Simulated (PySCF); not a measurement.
# C2H4Sn (Sn(CCH)H3): MP2/x2c-TZVPPall (sfX2C)

What is the vertical ionisation energy of C2H4Sn (Sn(CCH)H3) at MP2/x2c-TZVPPall (sfX2C)? 

The calculation is run with PySCF 2.14.0.

## Step 1: The structure to begin with

C2H4Sn has 7 atoms, charge 0, and is taken as a singlet. As SMILES, `[H][Sn]([H])([H])[C]#C`. The shape comes from GFN2-xTB, which is rough for such elements, and wasn't checked as a minimum.

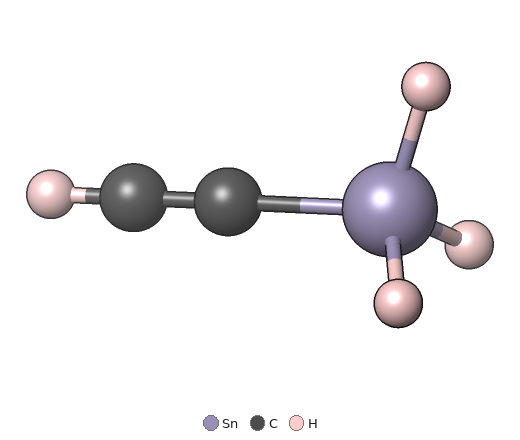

The structure, seen from a chosen angle (tin purple, carbon dark grey, hydrogen pink).

## Step 2: A single-point energy at MP2/x2c-TZVPPall (sfX2C)

Contents of calc.py:

```python
from pyscf import gto, mp

system = gto.Mole()
system.atom = '''
Sn    -0.013852    -0.011565    -2.174073
C     -0.002853     0.009411     1.718045
C      0.017064     0.026570     3.987719
H      0.037813     0.037662     5.976807
H      2.943589    -0.016630    -3.167937
H     -1.499951     2.538885    -3.184793
H     -1.481810    -2.584333    -3.155767
'''
system.verbose = 4
system.basis = 'x2c-tzvppall'
system.charge = 0
system.unit = 'bohr'
system.max_memory = 1860
system.build()

calc0 = system.RHF()
calc0 = calc0.sfx2c1e()
calc0.conv_tol = 1e-10
calc0.kernel()
if not calc0.converged:
    calc0 = calc0.newton().run(calc0.mo_coeff, calc0.mo_occ)

pt = mp.MP2(calc0, frozen=20).run()
energy = pt.e_tot
print('E = %.10f Eh' % energy)
```

Launch:

```console
$ OMP_NUM_THREADS=1 python calc.py
```

Output:

```text
PySCF version 2.14.0

[INPUT] num. atoms = 7
[INPUT] num. electrons = 66
[INPUT] charge = 0
[INPUT] spin (= nelec alpha-beta = 2S) = 0
[INPUT] symmetry False subgroup None
[INPUT] Mole.unit = bohr
[INPUT] Symbol           X                Y                Z      unit          X                Y                Z       unit  Magmom
[INPUT]  1 Sn    -0.007330162726  -0.006119934444  -1.150469886476 AA   -0.013852000000  -0.011565000000  -2.174073000000 Bohr   0.0
[INPUT]  2 C     -0.001509742583   0.004980086732   0.909150261335 AA   -0.002853000000   0.009411000000   1.718045000000 Bohr   0.0
[INPUT]  3 C      0.009029879927   0.014060238494   2.110210018353 AA    0.017064000000   0.026570000000   3.987719000000 Bohr   0.0
[INPUT]  4 H      0.020009777877   0.019929872118   3.162790058467 AA    0.037813000000   0.037662000000   5.976807000000 Bohr   0.0
[INPUT]  5 H      1.557680217115  -0.008800217018  -1.676400066030 AA    2.943589000000  -0.016630000000  -3.167937000000 Bohr   0.0
[INPUT]  6 H     -0.793739886697   1.343520083147  -1.685319877098 AA   -1.499951000000   2.538885000000  -3.184793000000 Bohr   0.0
[INPUT]  7 H     -0.784140082913  -1.367570129029  -1.669959979373 AA   -1.481810000000  -2.584333000000  -3.155767000000 Bohr   0.0

nuclear repulsion = 206.6293152121
number of shells = 24
number of NR pGTOs = 305
number of NR cGTOs = 178
basis = x2c-tzvppall
ecp = {}

******** <class 'pyscf.x2c.sfx2c1e.sfX2C1eRHF'> ********
method = sfX2C1eRHF
initial guess = minao
damping factor = 0
level_shift factor = 0
DIIS = <class 'pyscf.scf.diis.CDIIS'>
diis_start_cycle = 1
diis_space = 8
diis_damp = 0
SCF conv_tol = 1e-10
SCF conv_tol_grad = None
SCF max_cycles = 50
direct_scf = True
direct_scf_tol = 1e-13

******** <class 'pyscf.x2c.sfx2c1e.SpinFreeX2CHelper'> ********
approx = 1e
xuncontract = 1
Set gradient conv threshold to 1e-05
Initial guess from minao.
init E= -6252.16174099783
  HOMO = -0.308870140903407  LUMO = 0.0570707010237369  gap/eV = 9.95776
cycle= 1 E= -6251.89626007818  delta_E= 0.265  |g|= 0.301  |ddm|= 3.18
  HOMO = -0.391710778404222  LUMO = 0.10859827757866  gap/eV = 13.61410
cycle= 2 E= -6251.92952456423  delta_E= -0.0333  |g|= 0.11  |ddm|= 0.584
  HOMO = -0.4029815103161  LUMO = 0.114787249912659  gap/eV = 14.08921
cycle= 3 E= -6251.93258946735  delta_E= -0.00306  |g|= 0.0557  |ddm|= 0.325
  HOMO = -0.398065301238226  LUMO = 0.117870950403306  gap/eV = 14.03934
cycle= 4 E= -6251.93330307507  delta_E= -0.000714  |g|= 0.0114  |ddm|= 0.0807
  HOMO = -0.397446657063123  LUMO = 0.116967945926649  gap/eV = 13.99793
cycle= 5 E= -6251.93333601746  delta_E= -3.29e-05  |g|= 0.00445  |ddm|= 0.0226
  HOMO = -0.397492707569008  LUMO = 0.116936923452859  gap/eV = 13.99834
cycle= 6 E= -6251.93334099733  delta_E= -4.98e-06  |g|= 0.000712  |ddm|= 0.00677
  HOMO = -0.397574007307809  LUMO = 0.116869918067799  gap/eV = 13.99873
cycle= 7 E= -6251.93334129189  delta_E= -2.95e-07  |g|= 0.000196  |ddm|= 0.00246
  HOMO = -0.397507510974411  LUMO = 0.116868578547252  gap/eV = 13.99689
cycle= 8 E= -6251.93334131528  delta_E= -2.34e-08  |g|= 5.84e-05  |ddm|= 0.000867
  HOMO = -0.397513308351493  LUMO = 0.116863851948741  gap/eV = 13.99692
cycle= 9 E= -6251.93334131708  delta_E= -1.8e-09  |g|= 9.59e-06  |ddm|= 0.000202
  HOMO = -0.397509726896227  LUMO = 0.116863103713301  gap/eV = 13.99680
cycle= 10 E= -6251.93334131715  delta_E= -7e-11  |g|= 2.47e-06  |ddm|= 3.69e-05
  HOMO = -0.397510042511776  LUMO = 0.116863165144021  gap/eV = 13.99681
Extra cycle  E= -6251.93334131715  delta_E= -2.73e-12  |g|= 9.11e-07  |ddm|= 8.47e-06
converged SCF energy = -6251.93334131715

******** <class 'pyscf.mp.mp2.RMP2'> ********
nocc = 13, nmo = 158
frozen orbitals 20
E(RMP2) = -6252.59200393683  E_corr = -0.658662619684059
E(SCS-RMP2) = -6252.56428990222  E_corr = -0.63094858507261
E_corr(same-spin) = -0.183976798324917
E_corr(oppo-spin) = -0.474685821359142
E = -6252.5920039368 Eh
```

Run time: 19 s. Hardware: 1 thread of Arm Neoverse V2, shared host; peak memory 1.3 GiB.

## Step 3: The doublet cation, same level

Contents of input.py:

```python
from pyscf import gto, mp

system = gto.M(
    atom='''
Sn  -0.007330  -0.006120  -1.150470
C   -0.001510   0.004980   0.909150
C    0.009030   0.014060   2.110210
H    0.020010   0.019930   3.162790
H    1.557680  -0.008800  -1.676400
H   -0.793740   1.343520  -1.685320
H   -0.784140  -1.367570  -1.669960
''',
    charge=1,
    basis='x2c-tzvppall',
    max_memory=1860,
    spin=1,
    verbose=3,
)

mf = system.UHF()
mf = mf.x2c()
mf.conv_tol = 1e-10
mf.kernel()
if not mf.converged:
    mf = mf.newton().run(mf.mo_coeff, mf.mo_occ)

pt = mp.MP2(mf, frozen=20).run()
e_tot = pt.e_tot
print('E = %.10f Eh' % e_tot)
```

Launch:

```console
$ OMP_NUM_THREADS=1 python input.py
```

Output:

```text
SCF not converged.
SCF energy = -6251.59633263608 after 50 cycles  <S^2> = 0.75623708  2S+1 = 2.0062274
converged SCF energy = -6251.59633739907  <S^2> = 0.75611805  2S+1 = 2.0061087
E(UMP2) = -6252.19021368363  E_corr = -0.593876284556156
E(SCS-UMP2) = -6252.16645826877  E_corr = -0.570120869694984
E = -6252.1902136836 Eh
```

Wall time 3.5 min (1 thread of Arm Neoverse V2, shared host); peak memory 2 GiB.

## Step 4: Outcome

At MP2/x2c-TZVPPall (sfX2C), 20 core orbitals frozen:

| quantity | value |
| --- | --- |
| singlet C2H4Sn: total energy | -6252.59200 Eh |
| singlet C2H4Sn: dipole moment (Hartree–Fock density) | 0.11 D |
| singlet C2H4Sn: HOMO energy (Hartree–Fock orbitals) | -10.82 eV |
| singlet C2H4Sn: LUMO energy (Hartree–Fock orbitals) | 3.18 eV |
| singlet C2H4Sn: HOMO–LUMO gap (Hartree–Fock orbitals) | 14.00 eV |
| singlet C2H4Sn: correlation energy (20 core orbitals frozen) | -658.7 mEh |
| doublet cation: total energy | -6252.19021 Eh |
| doublet cation: HOMO energy (Hartree–Fock orbitals) (highest over α and β) | -16.96 eV |
| doublet cation: LUMO energy (Hartree–Fock orbitals) (lowest over α and β) | -7.68 eV |
| doublet cation: correlation energy (20 core orbitals frozen) | -593.9 mEh |
| doublet cation: ⟨S²⟩ of the reference determinant | 0.756 |
| vertical ionisation energy (to the doublet cation) | 10.933 eV |

**Reading.** Removing an electron at fixed nuclei costs 10.93 eV (1055 kJ/mol). Mulliken charges (doublet cation) of the mean-field density run from -0.13 on C2 to +0.87 on Sn1.
